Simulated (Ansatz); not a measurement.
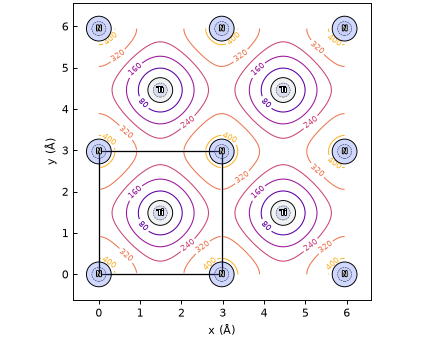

Energy landscape of O on a TiN(100) slab cut from the Fm-3m phase, its upper half relaxed before the scan (24 atoms of substrate and one adsorbate in a 2 × 2 cell). 
- O is moved over the surface cell at a fixed height above a rigid substrate; the origin of the map has the adsorbate above N21; the height is held at 2.50 Å.
- Places are given modulo a cell vector. The map is drawn in real space over the plane of the surface.
- The grid has 6 × 6 points; 10 points were computed and 26 follow by symmetry.
- Places are given in fractions of the 1 × 1 surface cell.
- Energies: meV, counted from the lowest grid point.
- The runs have no spin polarisation, so an open-shell adsorbate far from the surface lies too high. At a fixed height the lowest place need not be the adsorption site.
- All numbers below come from DFT PBE+D3(BJ), scalar-relativistic, plane waves, PAW in Ansatz 0.2.0. Settings: cutoff 420 eV, k-mesh 5×5×1, gaussian smearing 0.1 eV, no spin polarisation.

Drawn: contour lines labelled in meV, labelled circles for the atoms of the top layer and small ones for the second layer, the outline of one cell of the 2 × 2 shown. Between grid points the surface is interpolated. 

Question: What does the map say about the system?

Answer: The lowest grid point is at the top site over a surface Ti atom, (3/6, 3/6) of the cell vectors. No other kind of well shows on this grid. The highest grid point, the top site over a surface N atom, (0/6, 0/6) of the cell vectors, lies 424 meV above the lowest. On the interpolated surface the easiest way out of the lowest well to its copy in the next cell or period passes a barrier of about 270 meV. At the lowest point the adsorbate has 1 Ti at 2.71 Å as nearest neighbours, at the highest 1 N at 2.50 Å.

The input of one point:

```yaml
crystal:
  lattice:
    - [5.9473589866, 0.0, 0.0]
    - [0.0, 5.9473589866, 0.0]
    - [0.0, 0.0, 21.5533569335]
  atoms:
    - { symbol: Ti, position: [0.25, 0.25, 0.1855859397] }
    - { symbol: Ti, position: [0.25, 0.75, 0.1855859397] }
    - { symbol: Ti, position: [0.75, 0.25, 0.1855859397] }
    - { symbol: Ti, position: [0.75, 0.75, 0.1855859397] }
    - { symbol: "N", position: [0.0, 0.0, 0.1855859397] }
    - { symbol: "N", position: [0.0, 0.5, 0.1855859397] }
    - { symbol: "N", position: [0.5, 0.0, 0.1855859397] }
    - { symbol: "N", position: [0.5, 0.5, 0.1855859397] }
    - { symbol: Ti, position: [0.0, 0.0, 0.2814770362] }
    - { symbol: Ti, position: [0.0, 0.5, 0.2814770362] }
    - { symbol: Ti, position: [0.5, 0.0, 0.2814770362] }
    - { symbol: Ti, position: [0.5, 0.5, 0.2814770362] }
    - { symbol: "N", position: [0.25, 0.25, 0.2799709833] }
    - { symbol: "N", position: [0.25, 0.75, 0.2799709833] }
    - { symbol: "N", position: [0.75, 0.25, 0.2799709833] }
    - { symbol: "N", position: [0.75, 0.75, 0.2799709833] }
    - { symbol: Ti, position: [0.25, 0.25, 0.373313528] }
    - { symbol: Ti, position: [0.25, 0.75, 0.373313528] }
    - { symbol: Ti, position: [0.75, 0.25, 0.373313528] }
    - { symbol: Ti, position: [0.75, 0.75, 0.373313528] }
    - { symbol: "N", position: [0.0, 0.0, 0.3829267505] }
    - { symbol: "N", position: [0.0, 0.5, 0.3829267505] }
    - { symbol: "N", position: [0.5, 0.0, 0.3829267505] }
    - { symbol: "N", position: [0.5, 0.5, 0.3829267505] }
    - { symbol: O, position: [0.25, 0.25, 0.4989179628] }
basis:
  ecutwfc: 420
kpoints:
  mp_grid: { grid: [5, 5, 1] }
hamiltonian:
  xc: pbe
  pseudopotentials: { kind: paw, azcp: { folder: soft_1 } }
  dispersion: d3bj
scf:
  occupations: { method: gaussian, width: 0.1 }
output:
  forces: true
  eigenvalues: true
efield:
  axis: 3
  dipole_correction: true
  ramp_width: 0.04
```

Each point was launched as `ansatz run input.yaml --threads 4 --pin off --max-ram 12288MiB --backend cpu --events-out ev --progress --plain --runs-dir out`. Time for the 10 points that were run: 21 min on 4 threads of Arm Neoverse N1, with other jobs on the host.
